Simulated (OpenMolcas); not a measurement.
**Pm³⁺ complex: multiconfigurational calculation (part 2 of 2)**

The same run, continued: Pm³⁺ with 8 ligands (F; cube, 2.44 Å), embedded in SrF2 by model potentials and point charges, whose field is part of the energies. Method: state-averaged CASSCF, active space 4 electrons in the shell 4f, basis ANO-RCC-VDZP on the metal and ANO-RCC-VDZP on the ligands, DKH2 scalar Hamiltonian, spin-orbit coupling by RASSI with atomic mean-field integrals (OpenMolcas).

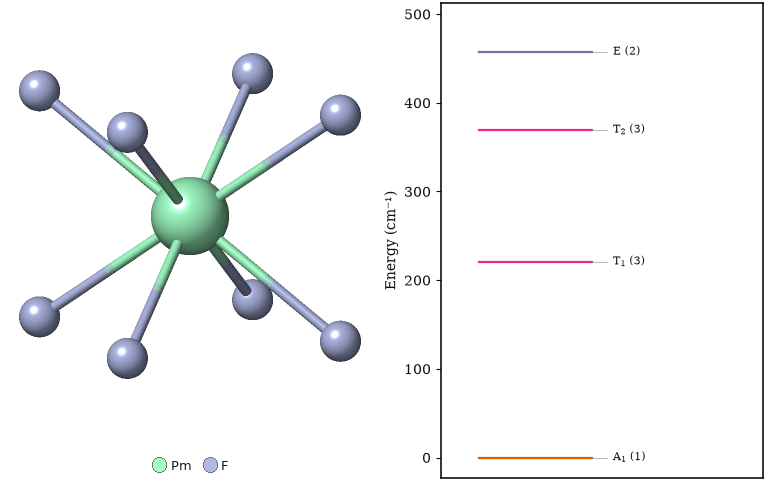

Fig. 1: Pm³⁺ (4f⁴) as a dopant in SrF₂, a cluster with its 8 nearest F⁻ at 2.440 Å (cube) embedded in model potentials and point charges; the geometry was set, not optimised, and its levels. Labels give the representation in O, Td, D4 or D3 as the site allows (double group for half-integer spin) where it could be assigned and, in brackets, the degeneracy; spin-free states, where drawn, share the zero of the spin-orbit levels. The ground level is A₁, non-degenerate, 98 % from states of spin multiplicity 5 (of the 210 states of multiplicity 3, 106 enter the spin-orbit step), effective J = 4.01, with |mJ| = 0 the largest share (58 %). The next level lies at 221 cm⁻¹ (T₁). The lowest J multiplet spreads over 457 cm⁻¹. The active orbitals hold 99 to 100 % metal character (Löwdin), and the Mulliken charge of the metal is +2.44.

### The input
```
&GATEWAY
Basis set
Pm.ANO-RCC-VDZP.
Pm1 0.0 0.0 0.0 Angstrom
End of basis
Basis set
F.ANO-RCC-VDZP.
L1 1.408735 1.408735 1.408735 Angstrom
L2 1.408735 1.408735 -1.408735 Angstrom
L3 1.408735 -1.408735 1.408735 Angstrom
L4 1.408735 -1.408735 -1.408735 Angstrom
End of basis
Basis set
Sr.EMB-AIMP.Pascual.0s.0s.ECP.SrF2.
PseudoCharge
* 21 symmetry-unique lattice sites within 7.6 angstrom
End of basis
Basis set
F.EMB-AIMP.Pascual.0s.0s.ECP.SrF2.
PseudoCharge
* 40 symmetry-unique lattice sites within 7.6 angstrom
End of basis
Symmetry
XYZ
AngMom=0.0 0.0 0.0
AMFI
RICD
XField
1348 Angstrom 0
* Evjen-weighted lattice charges
&SEWARD
&RASSCF
FileOrb=start.orb
Symmetry=1
Spin=5
nActEl=4 0 0
Inactive=35 32
Ras2=0 7
CIRoot=35 35 1
SDav=35
CIMx=300
Iter=150 100
PrWF=0.3
OrbListing=Nothing
MaxOrb=0
LevShft=1.0
>>> COPY $Project.JobIph JOB001
&RASSCF
FileOrb=start.orb
Symmetry=1
Spin=3
nActEl=4 0 0
Inactive=35 32
Ras2=0 7
CIRoot=162 162 1
SDav=210
CIMx=300
Iter=150 100
PrWF=0.3
OrbListing=Nothing
MaxOrb=0
CIOnly
LevShft=1.0
>>> COPY $Project.JobIph JOB002
&RASSCF
FileOrb=start.orb
Symmetry=1
Spin=1
nActEl=4 0 0
Inactive=35 32
Ras2=0 7
CIRoot=162 162 1
SDav=196
CIMx=300
Iter=150 100
PrWF=0.3
OrbListing=Nothing
MaxOrb=0
CIOnly
LevShft=1.0
>>> COPY $Project.JobIph JOB003
&RASSI
NrOfJobIphs=3 33 106 31
1 2 3 4 5 6 7 8 9 10 11 12 13 14 15 16 17 18 19 20 21 22 23 24 25 26 27
28 29 30 31 32 33
1 2 3 4 5 6 7 8 9 10 11 12 13 14 15 16 17 18 19 20 21 22 23 24 25 26 27
28 29 30 31 32 33 34 35 36 37 38 39 40 41 42 43 44 45 46 47 48 49 50 51
52 53 54 55 56 57 58 59 60 61 62 63 64 65 66 67 68 69 70 71 72 73 74 75
76 77 78 79 80 81 82 83 84 85 86 87 88 89 90 91 92 93 94 95 96 97 98 99
100 101 102 103 104 105 106
1 2 3 4 5 6 7 8 9 10 11 12 13 14 15 16 17 18 19 20 21 22 23 24 25 26 27
28 29 30 31
IphNames
JOB001
JOB002
JOB003
EJob
SpinOrbit
DIPRint=1.0
SOCoupling=1000.0
Subsets=2
Property=9
'ANGMOM' 1 'ANGMOM' 2 'ANGMOM' 3 'MLTPL  1' 1 'MLTPL  1' 2 'MLTPL  1' 3
'AMFI' 1 'AMFI' 2 'AMFI' 3
SOProperty=3
'ANGMOM' 1 'ANGMOM' 2 'ANGMOM' 3
```

The file start.orb holds starting orbitals from an earlier step. A driver script formed the levels outside the program, from RASSI's spin-orbit matrix and the active-space energies, averaged over the components of each term or state.

Launched with:
```bash
OMP_NUM_THREADS=1 MOLCAS_MEM=2457 MOLCAS_PROJECT=a pymolcas a.inp > a.log  # once for each step of the input, in one work folder
```

### Summary

| quantity | value |
| --- | --- |
| outcome | converged |
| energy of the lowest spin-free term | −10810.86695 hartree |
| energy of the lowest spin-orbit level | −10810.88628 hartree |
| largest spread among components of a term | 0.1 cm⁻¹ |
| hardware | 1 thread of Arm Neoverse V1, 24 GiB of memory available, shared host |
| wall time | 2 min |
| peak memory | 0.6 GiB |

### Remarks

Without dynamic correlation the splittings between terms come out too large, often by 20 to 50 %. To bear in mind: high states of lower spin left out of the spin-orbit mixing; the geometry is set by hand, with no relaxation; spin-free states above about 39,000 cm⁻¹ are left out of the spin-orbit step.
